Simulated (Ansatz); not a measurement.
ZnCrC6N6, 56 atoms, a = 10.65 Å, b = 10.65 Å, c = 10.65 Å, α = 90.00°, β = 90.00°, γ = 90.00°.

Space group Fm-3m; a structure generated by program, which may or may not match a known phase; spin-polarised.

Level of theory: DFT PBE, scalar-relativistic, plane waves, PAW (Ansatz 0.2.0).

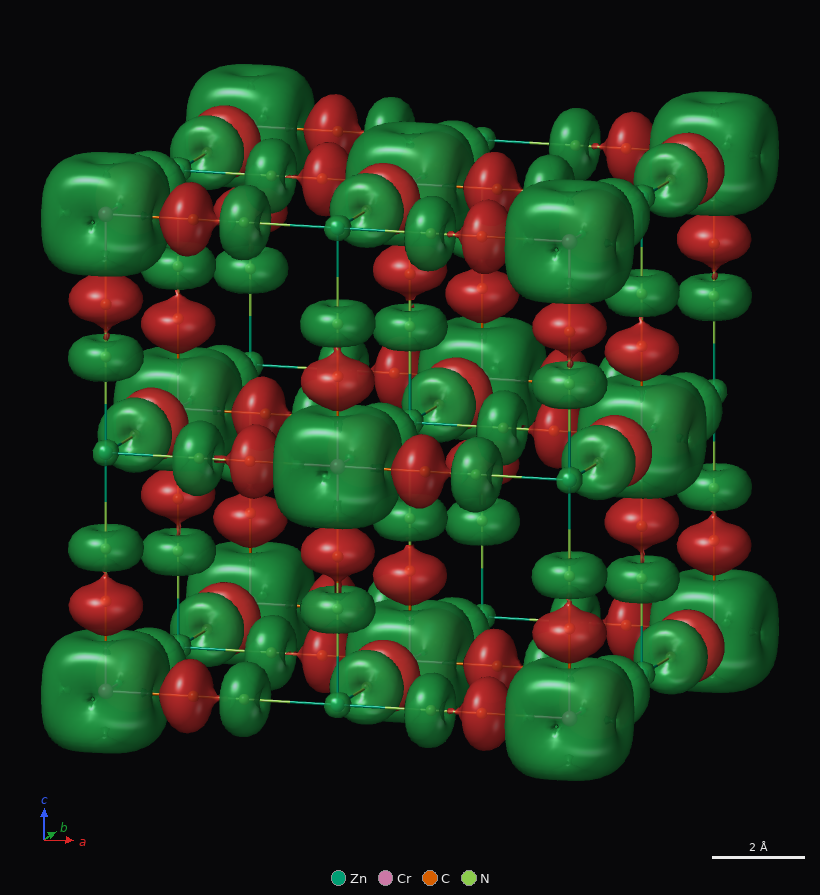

ZnCrC6N6. Isosurfaces of the magnetisation density (up minus down) at +0.01 (green) and −0.01 e/Å³ (red), seen slightly off an axis. Sticks mark near contacts.

The density is the valence pseudo-density of a PAW calculation; it isn't the true density close to the nuclei.

Which atoms carry the moments, and with what signs?

Answer. The spin density sits on Cr: +1.6 μB (×4) in one cell of 56 atoms: parallel main moments, as they must be, since the calculation's own cell holds one magnetic site. The cell of the calculation (14 atoms) carries 2.0 μB of net spin moment.
